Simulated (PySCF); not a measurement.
## Electronic structure of C3H9NOSi in real space

The calculation's input:

```
{"job": {"kind": "nmr", "xc": "PBE0", "basis": "pcSseg-1"}, "charge": 0, "multiplicity": 1}
C     -2.321508     0.469361     0.632024
Si    -1.325892    -0.462839    -0.641782
N      0.356134    -0.722973    -0.127656
C      1.160148     0.363746     0.079974
C      2.585695     0.084355     0.491560
O      0.721561     1.490846    -0.060558
H     -1.871198     1.460883     0.784186
H     -3.359571     0.600240     0.288480
H     -2.337684    -0.065233     1.593687
H     -1.348358     0.227072    -1.963135
H     -1.840282    -1.857107    -0.817796
H      0.754106    -1.646396    -0.005516
H      3.135437     1.030862     0.540582
H      3.077204    -0.591885    -0.224496
H      2.609123    -0.399815     1.480355
```

Run with:

```sh
OMP_NUM_THREADS=1 python probes_run.py task.json out
```

Geometry: PBE0-D3(BJ)/def2-SVP.

Computed with PBE0/pcSseg-1, SCF density, gas phase, non-relativistic (PySCF 2.14.0).

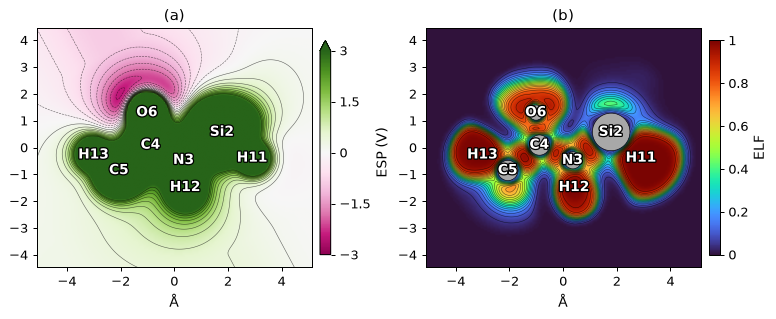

Figure 1. (a) molecular electrostatic potential; (b) electron localisation function on the plane of atoms C4, N3 and H12. Grey discs cover the atomic cores in the ELF map.

Q: Describe what can be read from this map.

A: The section cuts through Si, N, C, O and H sites. C–O (1.22 Å): the ELF peaks at about 0.85 between the atoms; a short, multiple covalent bond. C–N (1.37 Å): the ELF peaks at about 0.90 between the atoms, as expected for localised, covalent bonding. C–C (1.51 Å): the ELF peaks at about 0.95 between the atoms: a shared electron pair. Si–N (1.78 Å): the ELF peaks at about 0.95 between the atoms; a shared but strongly polarised pair. N–H (1.01 Å): the ELF climbs to about 1 towards the hydrogen, as it does in any bond to H (an ordinary covalent bond to hydrogen). The ELF also peaks beside O6, away from the bonds: lone-pair regions. Outside the dense part of the molecule the potential is most negative (−2.5 V) near O6.

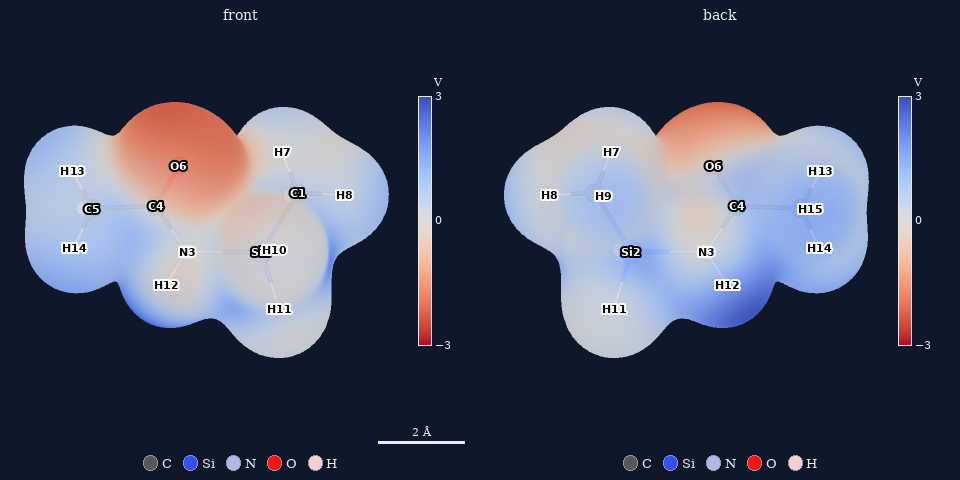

Figure 2. The molecular electrostatic potential painted on the density surface at 0.004 e/bohr³, seen from the front and from behind; red is negative and blue positive.

Q: Describe the electrostatic potential map.

A: The most negative region (about −2.2 V) lies over O6, the most positive (about +2.7 V) over H12. O6 is the likeliest acceptor of a hydrogen bond.
